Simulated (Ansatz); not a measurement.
Consider AlN in the wurtzite structure (space group P6_3mc, No. 186; a = 3.130 Å, c = 5.017 Å).

The change: an isotropic linear strain of −3.19 %; the atoms relax in the strained cell.

Calculations: Ansatz (a quantum-chemistry and plane-wave program), PBE, PAW, cutoff 420 eV, without spin-orbit coupling, earlier PAW set.

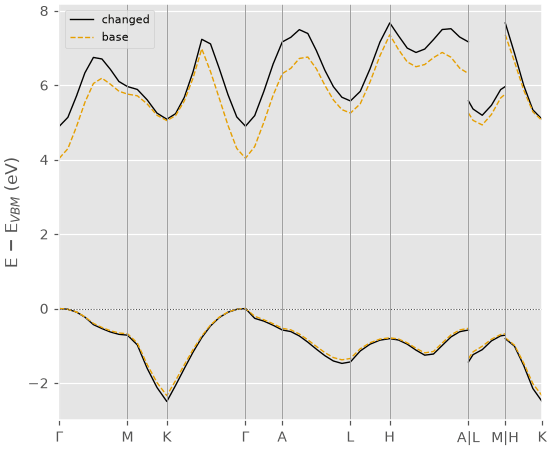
Fig. 1. Highest valence and lowest conduction band along the path, each from its own valence-band maximum

Question: Read the changed gap and its character from the plot.

Answer: About 4.9 eV, direct at Γ.

Stability against distortions was not tested.
